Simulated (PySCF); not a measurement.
## Electronic structure of C6H7S (SMILES C#CC/C([S-])=C/C) (charge −1) in real space

Input

```
{"job": {"kind": "sp", "xc": "CAM-B3LYP", "basis": "ma-def2-SVP", "d3": "d3bj", "grid": 2}, "charge": -1, "multiplicity": 1}
C      2.817953     0.815504     0.885068
C      2.087926     0.038141     0.302142
C      1.236863    -0.911665    -0.405585
C     -0.281566    -0.713225    -0.365845
S     -1.143209    -1.931975    -1.244947
C     -0.797402     0.343729     0.316992
C     -2.260749     0.621218     0.413895
H      3.441882     1.514663     1.406464
H      1.533299    -0.942552    -1.468869
H      1.441047    -1.930252    -0.031228
H     -0.107635     1.028944     0.824659
H     -2.537518     1.608940    -0.006343
H     -2.795698    -0.161366    -0.149852
H     -2.628850     0.615644     1.459500
```

Command:

```sh
OMP_NUM_THREADS=1 python redox_run.py task.json out
```

Geometry: PBE0-D3(BJ)/def2-SVP.

Level of theory: DFT single point, gas phase, functional CAM-B3LYP in PySCF.

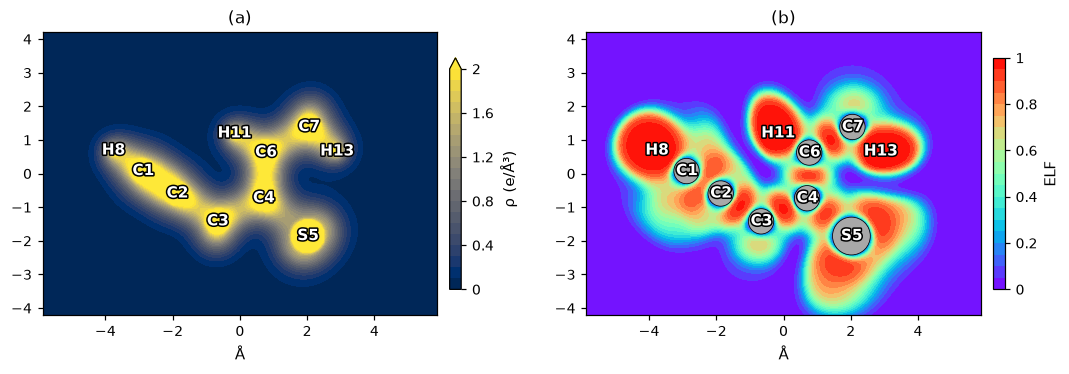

Figure 1. (a) total electron density; (b) electron localisation function on the plane of atoms C7, C6 and H11. Grey discs cover the atomic cores in the ELF map.

Interpret the plot.

Answer.
- The section cuts through C, S and H sites.
- C–C (1.22 Å): ρ at the midpoint is about 2.6 e/Å³; the ELF peaks at about 0.80 between the atoms (a short, multiple covalent bond).
- C–S (1.73 Å): ρ at the midpoint is about 1.4 e/Å³; the ELF peaks at about 0.95 between the atoms, as expected for localised, covalent bonding.
- C–H (1.07 Å): ρ is about 2 e/Å³ halfway; the ELF climbs to about 1 towards the hydrogen, as it does in any bond to H (an ordinary covalent bond to hydrogen).
- C–C (1.36 Å): ρ at the midpoint is about 2.2 e/Å³; the ELF peaks at about 0.95 between the atoms (a covalent bond).
- The ELF also peaks beside S5, away from the bonds: lone-pair regions.

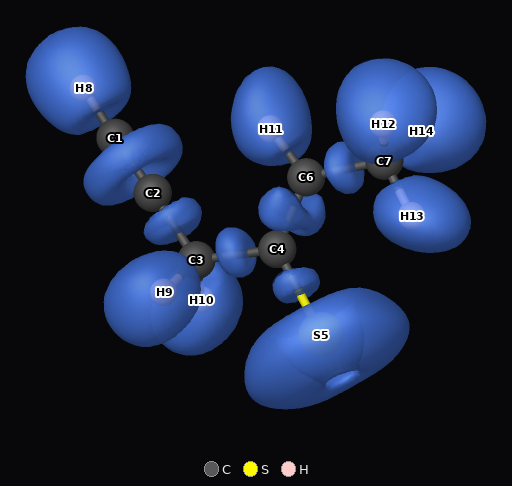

Figure 2. Isosurface of the ELF at 0.8 (blue), seen at a tilt. Core shells and regions of very low density are left out.

Describe the localisation domains.

Answer. The ELF exceeds this value in five regions between bonded C–C atoms (shared pairs), one region between bonded C–S atoms (shared pairs), seven regions around hydrogen nuclei and one ring or bowl of non-bonding electrons around S.

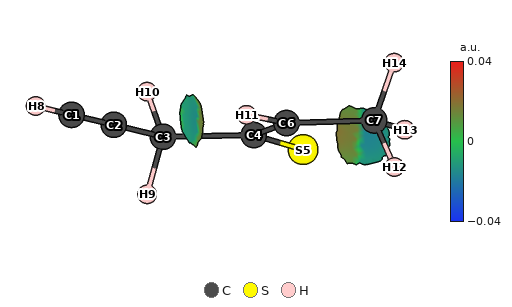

Figure 3. Non-covalent interaction (NCI) plot: the surface where the reduced density gradient is 0.5, for densities under 0.05 a.u., coloured by sign(λ₂)ρ; seen from one side.

Which non-covalent interactions does the plot reveal?

Answer. Between H13 and C7 on one side and S5 and C4 on the other: a weak contact, attractive (blue-green) on one side and crowded (olive to red) on the other; between H11 and C6 on one side and C2 and C3 on the other: a weak contact, attractive (blue-green) on one side and crowded (olive to red) on the other.
